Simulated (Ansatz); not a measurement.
```csv
atom,x (Å),y (Å),z (Å)
C,-1.1070,2.4177,-0.9457
C,-1.5001,1.0025,-0.5874
S,-0.4657,-0.2727,-1.3632
S,1.3635,0.0285,-0.5380
C,1.3095,-0.9506,0.9906
C,1.1925,-2.4410,0.7649
H,-1.7652,3.1356,-0.4483
H,-0.0823,2.6221,-0.6292
H,-1.1695,2.5797,-2.0234
H,-1.4959,0.8425,0.4930
H,-2.5070,0.7631,-0.9450
H,0.4992,-0.5715,1.6171
H,2.2500,-0.6931,1.4886
H,2.0377,-2.8159,0.1847
H,1.1649,-2.9722,1.7204
H,0.2753,-2.6748,0.2208
```

Geometry: PBE0-D4/def2-TZVP.

All numbers below come from Ansatz 0.2.0, RKS PBE0-D4/def2-TZVPP.

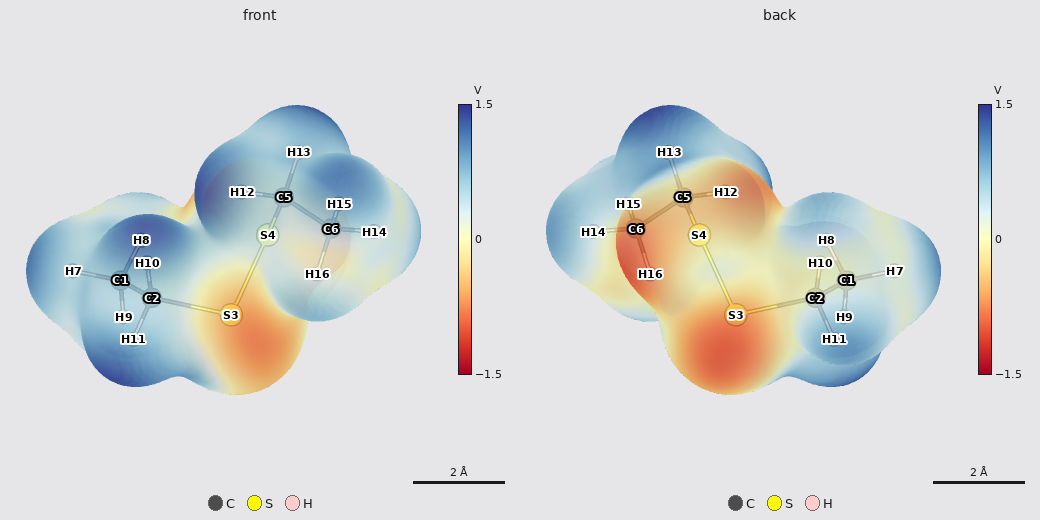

C$_{4}$H$_{10}$S$_{2}$. The electrostatic potential painted on the density surface at 0.004 e/bohr³, seen from the front and from behind; red is negative and blue positive.

Q: Which sites attract a positive test charge, and which a negative one?

A: A positive charge is drawn to the negative regions and a negative charge to the positive ones. The most negative region (about −1.0 V, or −23 kcal/mol for a unit charge) lies over S3 and S4, the most positive (about +1.4 V, or +32 kcal/mol for a unit charge) over H10, H11, H12 and H13.
